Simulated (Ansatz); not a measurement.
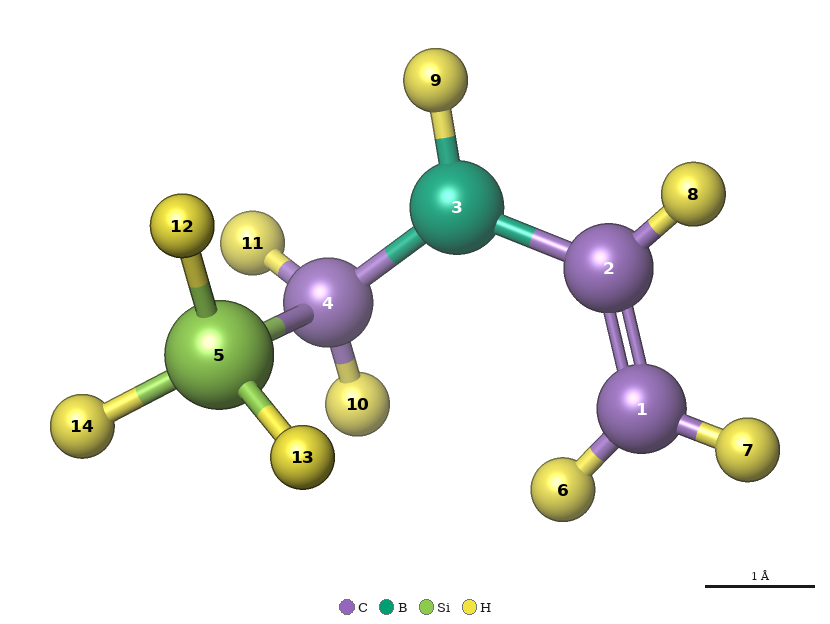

Orthographic view. Depth is shown by fading: the farther an atom, the more it takes the colour of the background. Computed geometry: PBE0-D4/def2-TZVP optimisation. No frequency run is at hand to confirm it as a minimum.

List the bonded neighbours of every atom.

C1: C2, H6, H7
C2: C1, B3, H8
B3: C2, C4, H9
C4: B3, Si5, H10, H11
Si5: C4, H12, H13, H14
(terminal hydrogens appear only as neighbours)
